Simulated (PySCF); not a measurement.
# One shape, several levels: CHNS (isothiocyanic acid)

Aim: a comparison of 6 runs (M06-2X/STO-6G, PBE/STO-6G, PBE0/STO-6G, r2SCAN/STO-6G, wB97X-V/STO-6G, NEVPT2(2,2)/STO-6G) of CHNS (isothiocyanic acid). 

The results are computed with PySCF 2.14.0.

### 1 The system as given

CHNS has 4 atoms, charge 0, and is taken as a singlet. SMILES: `N=C=S`. Geometry: relaxed at PBE0-D4/def2-TZVP.

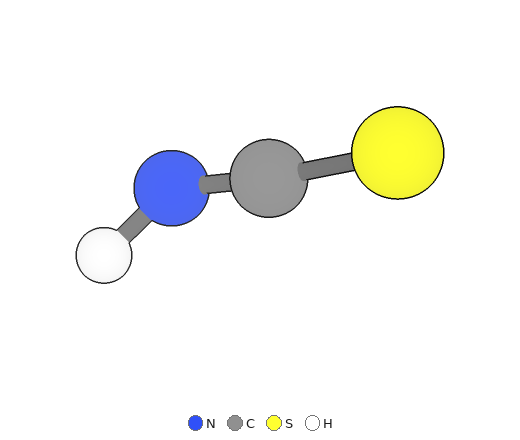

The structure, seen from a chosen angle (nitrogen blue, carbon grey, sulfur yellow, hydrogen white).

### 2 The energy at M06-2X/STO-6G (run 1)

Contents of calc.py:

```python
from pyscf import gto, dft

mol = gto.M(
    atom='''
N       -0.250070       0.634650      -0.475270
C        0.306250      -0.206190       0.170680
S        1.162880      -1.237190       0.975330
H       -1.219070       0.808720      -0.670740
''',
    verbose=3,
    charge=0,
    max_memory=1860,
    basis='sto-6g',
)

calc0 = dft.RKS(mol, xc='m06-2x')
calc0.grids.level = 5
calc0.conv_tol = 1e-10
calc0.kernel()
if not calc0.converged:
    calc0 = calc0.newton().run(calc0.mo_coeff, calc0.mo_occ)

e_tot = calc0.e_tot
print('Final energy', e_tot)
```

Started as:

```
$ OMP_NUM_THREADS=1 python calc.py
```

Standard output:

```text
converged SCF energy = -489.838107852992
Final energy -489.8381078529924
```

Run time: 4.5 s. Hardware: 1 thread of Arm Neoverse V1, shared host; peak memory 0.2 GiB.

### 3 The energy at PBE/STO-6G (run 2)

Contents of job.py:

```python
from pyscf import gto, dft

molecule = gto.M(
    atom=[
    ('N', (-0.250070, 0.634650, -0.475270)),
    ('C', (0.306250, -0.206190, 0.170680)),
    ('S', (1.162880, -1.237190, 0.975330)),
    ('H', (-1.219070, 0.808720, -0.670740)),
],
    verbose=3,
    spin=0,
    charge=0,
    max_memory=1860,
    basis='sto-6g',
)

calc0 = dft.RKS(molecule)
calc0.xc = 'pbe'
calc0.grids.level = 5
calc0.conv_tol = 1e-10
calc0.kernel()
if not calc0.converged:
    calc0 = calc0.newton().run(calc0.mo_coeff, calc0.mo_occ)

e_final = calc0.e_tot
print('E(%s) = %.9f' % ('PBE', e_final))
```

Started as:

```
$ OMP_NUM_THREADS=1 python job.py
```

Standard output:

```text
converged SCF energy = -489.636032986574
E(PBE) = -489.636032987
```

Run time: 3.3 s. Hardware: 1 thread of Arm Neoverse V1, shared host; peak memory 0.2 GiB.

Runs 3 to 5 aren't shown in full; the table further down has their settings and results.

### 4 A single-point energy at NEVPT2(2,2)/STO-6G (run 6)

Contents of input.py:

```python
import numpy
from pyscf import gto, scf, mp, mcscf, mrpt

system = gto.Mole()
system.atom = [
    ('N', (-0.250070, 0.634650, -0.475270)),
    ('C', (0.306250, -0.206190, 0.170680)),
    ('S', (1.162880, -1.237190, 0.975330)),
    ('H', (-1.219070, 0.808720, -0.670740)),
]
system.basis = 'sto-6g'
system.spin = 0
system.max_memory = 1860
system.verbose = 4
system.build()

hf = scf.RHF(system)
hf.conv_tol = 1e-10
hf.kernel()
if not hf.converged:
    hf = hf.newton().run(hf.mo_coeff, hf.mo_occ)

pt = mp.MP2(scf.addons.convert_to_uhf(hf)).run()
noons, natorbs = mcscf.addons.make_natural_orbitals(pt)
print('natural occupations', numpy.round(noons[:40], 4))
cas = mcscf.CASSCF(hf, 2, 2)
cas.fix_spin_(ss=0.0)
cas.natorb = True
cas.kernel(natorbs)
e_pt2 = mrpt.NEVPT(cas).kernel()
energy = cas.e_tot + e_pt2
print('Final energy', energy)
```

Started as:

```
$ OMP_NUM_THREADS=1 python input.py
```

Standard output:

```text
PySCF version 2.14.0

[... 60 lines left out ...]
converged SCF energy = -488.719466301564
[... 79 lines left out ...]
1-step CASSCF converged in  16 macro (258 JK  57 micro) steps
[... 11 lines left out ...]
CASSCF energy = -488.740600885280
[... 23 lines left out ...]
Nevpt2 Energy = -0.153886287282149
Final energy -488.89448717256255
```

It took 1.7 s on 1 thread of Arm Neoverse V1, shared host; peak memory 0.12 GiB.

### 5 Overview of the runs

```
run               level  nlc grid  integration grid  energy (Eh)  dipole moment (D) of the reference  HOMO energy (eV)  LUMO energy (eV)  wall time
  1       M06-2X/STO-6G         –                 5  -489.838108                                1.58             -5.32              3.62      4.5 s
  2          PBE/STO-6G         –                 5  -489.636033                                1.36             -3.05              1.64      3.3 s
  3         PBE0/STO-6G         –                 5  -489.682536                                1.50             -4.25              2.58      3.3 s
  4       r2SCAN/STO-6G         –                 5  -489.876382                                1.42             -3.31              1.77      4.2 s
  5      wB97X-V/STO-6G         1                 5  -489.832047                                1.60             -6.41              4.89       20 s
  6  NEVPT2(2,2)/STO-6G         –                 –  -488.894487                                1.81             -6.78              6.76      1.7 s
```

### 6 Summary of results

```
                                    quantity          value
                         run 6: total energy  -488.89449 Eh
 run 6: dipole moment (Hartree–Fock density)         1.81 D
  run 6: HOMO energy (Hartree–Fock orbitals)       -6.78 eV
  run 6: LUMO energy (Hartree–Fock orbitals)        6.76 eV
run 6: HOMO–LUMO gap (Hartree–Fock orbitals)       13.54 eV
```

Over runs 1, 2, 3, 4, 5 the dipole moment (its size) runs from 1.36 D (PBE/STO-6G) to 1.60 D (wB97X-V/STO-6G). Over runs 1, 2, 3, 4, 5 the HOMO–LUMO gap runs from 4.69 eV (PBE/STO-6G) to 11.30 eV (wB97X-V/STO-6G). Totals of different functionals can't be ranked against each other. In runs 1, 2, 3, 4, 5, 6 the basis is minimal, so the values are rough. All runs together took 37 s, the longest 20 s.
